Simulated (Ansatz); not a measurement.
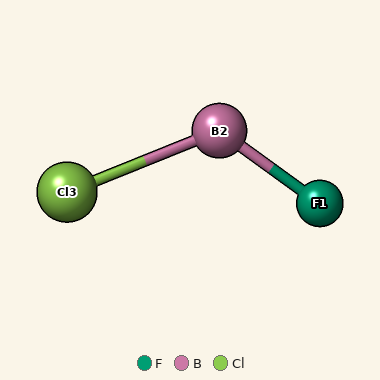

The system is BClF, SMILES F[B]Cl, spin multiplicity 2; the picture shows the reference structure. Coordinates scanned: (1) angle F1–B2–Cl3; (2) change of the bonds B2–F1, B2–Cl3, all alike. Nothing is relaxed (all other coordinates rigid). Grid: 15 × 15 points. Points are written as (first, second). All energies are given in kJ/mol relative to the lowest grid point. The calculation used UKS wB97X-V/def2-SVP (Ansatz 0.2.0).

Its coordinates:

```xyz
3

F    -0.3473    1.2597   -0.0613
B     0.4085    0.2414    0.2524
Cl   -0.0247   -1.3979   -0.1603
```

Range: angle F1–B2–Cl3 from 77.1 to 167.1°; change of the bonds B2–F1, B2–Cl3, all alike from −0.168 to 0.259 Å.

### What landscape does the calculation give?

The lowest grid point is at (122.1°, 0.015 Å). No other kind of well shows on this grid. The highest grid point, (77.1°, −0.168 Å), lies 744 kJ/mol above the lowest. Round the minimum the two coordinates are weakly coupled (coupling 0.13 in units of the two stiffnesses).

| second ↓, first → | 77.1 | 83.6 | 90.0 | 96.4 | 102.8 | 109.3 | 115.7 | 122.1 | 128.6 | 135.0 | 141.4 | 147.8 | 154.3 | 160.7 | 167.1 |
| --- | --- | --- | --- | --- | --- | --- | --- | --- | --- | --- | --- | --- | --- | --- | --- |
| 0.259 | 317 | 256 | 216 | 189 | 171 | 161 | 157 | 157 | 163 | 173 | 186 | 203 | 224 | 247 | 271 |
| 0.229 | 303 | 237 | 193 | 163 | 144 | 133 | 129 | 129 | 135 | 145 | 159 | 177 | 198 | 222 | 249 |
| 0.198 | 292 | 220 | 172 | 140 | 119 | 107 | 101 | 102 | 107 | 118 | 132 | 151 | 173 | 199 | 227 |
| 0.168 | 285 | 207 | 154 | 119 | 96 | 83 | 77 | 77 | 82 | 93 | 108 | 127 | 150 | 177 | 207 |
| 0.137 | 283 | 197 | 139 | 101 | 76 | 61 | 54 | 54 | 59 | 70 | 85 | 105 | 129 | 157 | 189 |
| 0.107 | 285 | 192 | 129 | 87 | 60 | 43 | 35 | 34 | 40 | 50 | 66 | 86 | 111 | 140 | 173 |
| 0.076 | 294 | 192 | 123 | 77 | 47 | 29 | 20 | 18 | 23 | 33 | 49 | 70 | 95 | 125 | 159 |
| 0.046 | 310 | 199 | 124 | 73 | 40 | 19 | 9 | 6 | 11 | 21 | 37 | 59 | 84 | 115 | 149 |
| 0.015 | 335 | 214 | 131 | 75 | 38 | 15 | 3 | 0 | 4 | 14 | 30 | 52 | 78 | 109 | 144 |
| −0.015 | 368 | 237 | 146 | 84 | 44 | 18 | 5 | 0 | 3 | 13 | 29 | 51 | 77 | 109 | 145 |
| −0.046 | 414 | 271 | 171 | 103 | 58 | 30 | 14 | 8 | 10 | 20 | 35 | 57 | 84 | 116 | 152 |
| −0.076 | 471 | 316 | 207 | 132 | 82 | 50 | 32 | 24 | 26 | 34 | 50 | 72 | 99 | 131 | 167 |
| −0.107 | 545 | 377 | 257 | 175 | 119 | 83 | 62 | 52 | 52 | 60 | 76 | 97 | 124 | 157 | 193 |
| −0.137 | 633 | 452 | 321 | 230 | 168 | 128 | 104 | 92 | 91 | 98 | 112 | 134 | 161 | 193 | 230 |
| −0.168 | 744 | 549 | 406 | 305 | 236 | 191 | 163 | 149 | 145 | 151 | 165 | 186 | 213 | 245 | 283 |

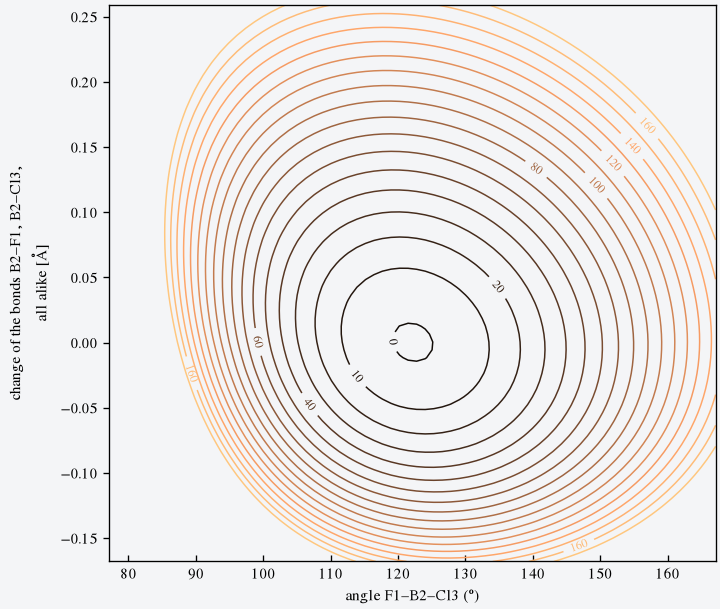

Drawn: contour lines labelled in kJ/mol (none above 170). Between grid points the surface is interpolated.

Each point was launched as `ansatz run input.yaml --threads 1 --pin off --max-ram 2560MiB --backend cpu --events-out ev --progress --plain --runs-dir out`. The whole map (225 points run) took 6.8 min on 1 thread of AMD EPYC 9R45 96-Core Processor (Zen 5), on a shared host.
